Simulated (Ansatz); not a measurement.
**CH$_{5}$AlFNO: single-point calculation**

The run: single-point calculation of CH$_{5}$AlFNO. Method and program: RKS wB97M-V/def2-TZVPP (Ansatz 0.2.0).

The geometry comes from this level: PBE0-D4/def2-TZVP. Figures and captions count atoms from 1; the log counts them from 0 in places.

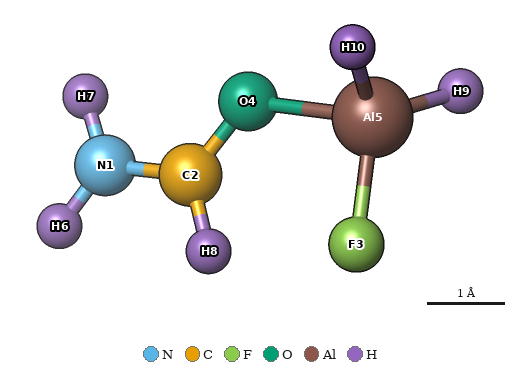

The structure as given in the input (ball-and-stick view, seen at a tilt; atoms are numbered from 1 in the order of the input). Sticks mark near contacts.

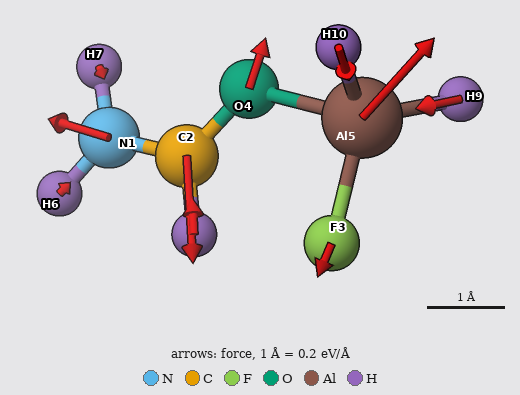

Forces on the atoms as red arrows (ball-and-stick view, seen at a tilt; atoms are numbered from 1 in the order of the input). The largest act on C2 (0.30 eV/Å); Al5 (0.29 eV/Å); N1 (0.21 eV/Å); H9, H10 (0.15 eV/Å), among others. The geometry is not a stationary point of this energy.

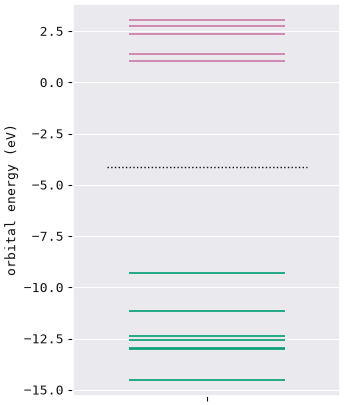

Orbital energies near the frontier; the dotted line parts filled from empty levels, and levels within 0.02 eV of each other stand side by side. Highest filled −9.31 eV, lowest empty 1.05 eV, 10.36 eV apart.

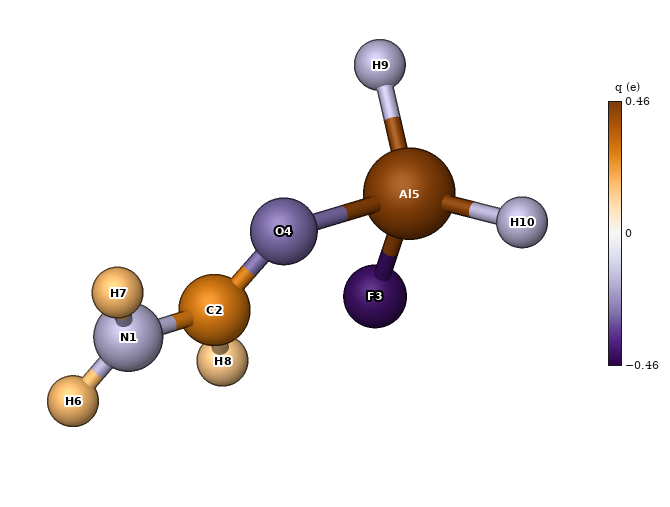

Mulliken charges, as the colour of each atom (ball-and-stick view, seen at a tilt; atoms are numbered from 1 in the order of the input). By element: N −0.17, C +0.30, F −0.42, O −0.28, Al +0.44 and H −0.17 to +0.18 e.

These pictures come from the run below.

## Input file
```yaml
crystal:
  periodic: [false, false, false]
  atoms:
    - {symbol: N, position_ang: [-0.310669, -0.980469, 1.831056]}
    - {symbol: C, position_ang: [-0.132426, -0.587796, 0.582164]}
    - {symbol: F, position_ang: [0.163892, -0.410780, -2.197831]}
    - {symbol: O, position_ang: [0.067121, 0.595452, 0.285676]}
    - {symbol: Al, position_ang: [0.325204, 1.145665, -1.549198]}
    - {symbol: H, position_ang: [-0.471231, -1.948096, 2.047078]}
    - {symbol: H, position_ang: [-0.285996, -0.304764, 2.578649]}
    - {symbol: H, position_ang: [-0.168130, -1.359220, -0.193679]}
    - {symbol: H, position_ang: [-0.920352, 2.096693, -1.823747]}
    - {symbol: H, position_ang: [1.815686, 1.702114, -1.557267]}
basis:
  gaussian: {orbitals: def2-TZVPP}
hamiltonian: {xc: {name: wB97M-V}}
output: {forces: true, orbitals: {seedname: orbitals}}
```

Launch command:
```bash
ansatz run in.yaml --threads 4 --pin off --events-out ev --progress --plain --max-ram 10444MiB
```

## Output
```
Functional definition: wB97M-V
  name "wB97M-V"
  cite "Mardirossian & Head-Gordon, J. Chem. Phys. 144, 214110 (2016) doi:10.1063/1.4952647"
  cite "Becke, J. Chem. Phys. 107, 8554 (1997) doi:10.1063/1.475007"
  cite "Vydrov & Van Voorhis, J. Chem. Phys. 133, 244103 (2010) doi:10.1063/1.3521275"
  # Of w^i u^j: cxij and so on, Table III.
  parameter omega = 0.3/bohr
  parameter cx = 0.15
  parameter cx01 = 1.007
  parameter cx10 = 0.259
  parameter css00 = 0.443
  parameter css04 = -1.437
  parameter css10 = -4.535
  parameter css20 = -3.390
  parameter css43 = 4.278
  parameter cos00 = 1.000
  parameter cos10 = 1.358
  parameter cos20 = 2.924
  parameter cos21 = -8.812
  parameter cos60 = -1.390
  parameter cos61 = 9.142
  parameter b = 6.0
  parameter c = 0.01
  gx(w, u) = 1 - cx + cx01*u + cx10*w
  gss(w, u) = css00 + css04*u^4 + css10*w + css20*w^2 + css43*w^4*u^3
  gos(w, u) = cos00 + cos10*w + (cos20 + cos21*u)*w^2 + (cos60 + cos61*u)*w^6
  exchange = spin_sum(e_x_unif_sr(omega)*gx(b97_w, b97_u_x)) + cx*exact_x_sr(omega) + exact_x_lr(omega)
  correlation = spin_sum(e_c_pw_mod_same_spin*gss(b97_w, b97_u_same))
      + integral(e_c_pw_mod_opposite_spin*gos(b97_w_opposite, b97_u_opposite)) + vv10(b, c)
1209 factors; their error is unknown
291 factors; integrals over basis functions are off by at most 9.1e-6 eV
mean field evaluation 1: about -13967.3856 eV, gradient 5.8e1 eV
mean field evaluation 2: about -13967.2101 eV, gradient 6.4e1 eV
mean field evaluation 4: about -13972.8902 eV, gradient 2.8e0 eV
mean field evaluation 8: about -13972.9123 eV, gradient 7.0e-2 eV
mean field evaluation 16: about -13972.9241 eV, gradient 1.4e-4 eV
mean field -13972.92413082 eV, -513.4954906194 hartree, gradient 5.8e-5 eV, S^2 0.000000; 0 other end points of the search recorded, 0 dependent functions left out
the calculation of the forces begins
reference -13972.92418665 eV, -513.4954926712 hartree; 24, 24 occupied and 212, 212 virtual orbitals, 1209 factors
Total energy: -13972.92418665 eV, -513.4954926712 hartree
Atom 0 at    -0.310669    -0.980469     1.831056 Å, force    -0.027776    -0.053394     0.205897 eV/Å
Atom 1 at    -0.132426    -0.587796     0.582164 Å, force    -0.011674    -0.220204    -0.204063 eV/Å
Atom 2 at     0.163892    -0.410780    -2.197831 Å, force    -0.012078    -0.096759    -0.018854 eV/Å
Atom 3 at     0.067121     0.595452     0.285676 Å, force     0.015474     0.135512     0.041333 eV/Å
Atom 4 at     0.325204     1.145665    -1.549198 Å, force     0.046858     0.280875    -0.066323 eV/Å
Atom 5 at    -0.471231    -1.948096     2.047078 Å, force     0.007418     0.043325    -0.012480 eV/Å
Atom 6 at    -0.285996    -0.304764     2.578649 Å, force     0.000816    -0.019947    -0.037902 eV/Å
Atom 7 at    -0.168130    -1.359220    -0.193679 Å, force     0.004171     0.076298     0.069577 eV/Å
Atom 8 at    -0.920352     2.096693    -1.823747 Å, force     0.116090    -0.091246     0.023834 eV/Å
Atom 9 at     1.815686     1.702114    -1.557267 Å, force    -0.139300    -0.054460    -0.001018 eV/Å
Dipole moment:    -0.275156    -0.910530     1.477049 e Å
```

## Summary

| quantity | value |
| --- | --- |
| outcome | converged |
| total energy | −13972.9242 eV |
| SCF solution under orbital rotations | stable |
| HOMO | −9.31 eV |
| LUMO | 1.05 eV |
| largest force (length of the vector) | 0.300 eV/Å |
| dipole moment | 8.44 D |
| hardware | 4 threads of Arm Neoverse V1, 23 GiB of memory available, shared host |
| wall time | 9.5 s (CPU time 36 s) |
| peak memory | 0.76 GiB |
